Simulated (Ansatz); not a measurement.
C2H9GeN (SMILES CN[CH2][GeH3])

Input

```
crystal:
  periodic: [false, false, false]
  atoms:
    - { symbol: C, position_ang: [-0.8916, 1.6523, -0.615] }
    - { symbol: "N", position_ang: [-0.7591, 0.2614, -0.3944] }
    - { symbol: C, position_ang: [-1.8049, -0.15818, 0.48995] }
    - { symbol: Ge, position_ang: [-1.64429, -2.03942, 1.00622] }
    - { symbol: H, position_ang: [-0.1823, 2.0642, -1.3683] }
    - { symbol: H, position_ang: [-0.8632, 2.2841, 0.3237] }
    - { symbol: H, position_ang: [-1.92, 1.8739, -1.0576] }
    - { symbol: H, position_ang: [-0.91029, -0.21681, -1.26916] }
    - { symbol: H, position_ang: [-1.82917, 0.41224, 1.44514] }
    - { symbol: H, position_ang: [-2.8499, -0.0275, 0.03071] }
    - { symbol: H, position_ang: [-0.24299, -2.2701, 1.59923] }
    - { symbol: H, position_ang: [-1.70671, -2.88396, -0.35409] }
    - { symbol: H, position_ang: [-2.70616, -2.46519, 1.86784] }
basis:
  gaussian: { orbitals: def2-SVP }
hamiltonian:
  xc: b3lyp
  dispersion: d4
relax:
  f_tol: 0.015
  max_steps: 40
output:
  orbitals: {}
```

Run with:

```sh
ansatz run input.yaml --threads 2 --pin off --max-ram 3072MiB --backend cpu --events-out ev --progress --plain --runs-dir out
```

The fields are those of the run's last geometry, not of the input's.

These are results of RKS B3LYP-D4/def2-SVP in Ansatz 0.2.0, not measurements.

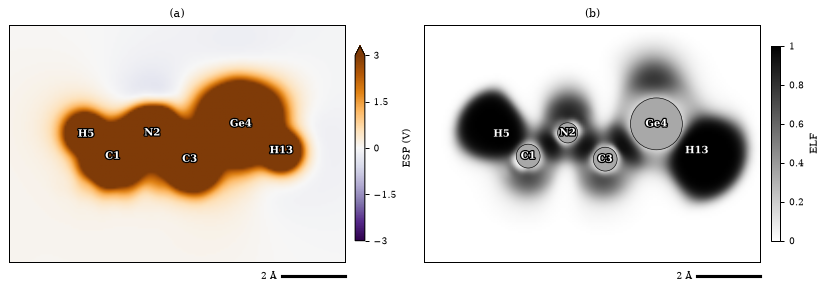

Figure 1. (a) molecular electrostatic potential; (b) electron localisation function on the plane of atoms C1, N2 and C3. Grey discs cover the atomic cores in the ELF map.

Q: What does the map show?

A:
- The plane passes through C, N, Ge and H nuclei.
- C–N (1.45 Å): the ELF peaks at about 0.95 between the atoms; a shared electron pair.
- C–Ge (1.98 Å): the ELF peaks at about 0.95 in the valence shell of C, 0.7 Å from its nucleus, and is about 0.70 at the midpoint.
- C–H (1.10 Å): the ELF climbs to about 1 towards the hydrogen, as it does in any bond to H; a covalent bond by its length.
- Ge–H (1.55 Å): the ELF climbs to about 1 towards the hydrogen.
- Outside the dense part of the molecule the potential is most negative (−0.4 V) near H8, which lies off the plane.

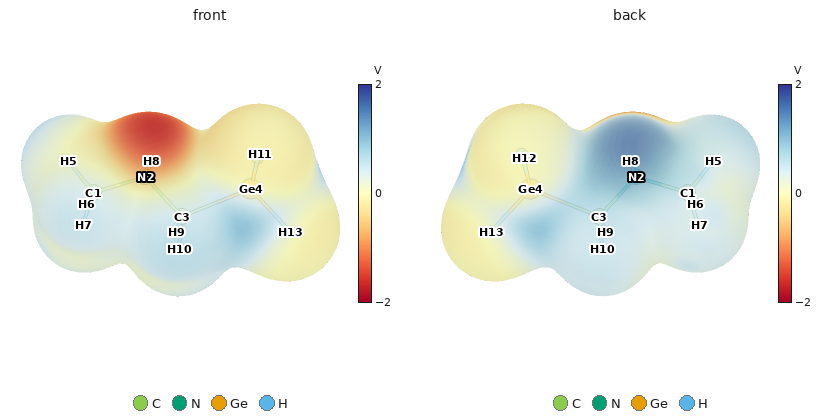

Figure 2. The molecular electrostatic potential painted on the density surface at 0.002 e/bohr³, seen from the front and from behind; the colour scale runs from red (negative) to blue (positive).

Q: Describe the electrostatic potential map.

A: The most negative region (about −1.6 V, or −37 kcal/mol for a unit charge) lies over N2, the most positive (about +1.3 V, or +30 kcal/mol for a unit charge) over H8. N2 is the likeliest acceptor of a hydrogen bond.

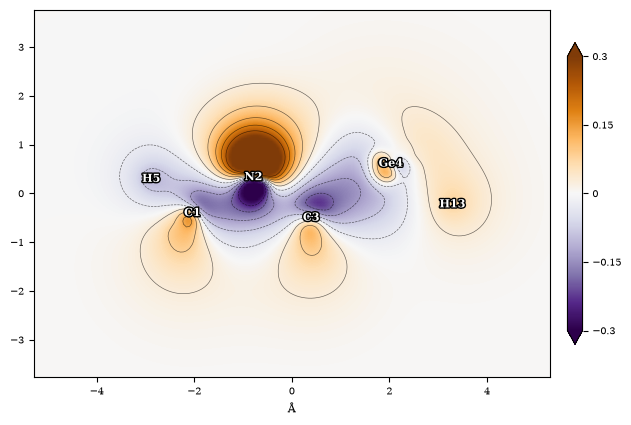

Figure 3. The HOMO on the plane of atoms N2, C1 and H5 (values in Å⁻³ᐟ²; the overall sign is arbitrary).

Q: Where does this orbital lie, and at what energy?

A: By Hirshfeld shares it lies mainly on N2 (about 60 %), C3 (about 10 %), C1 (about 10 %) and H10 (about 5 %). Its energy is −6.05 eV.
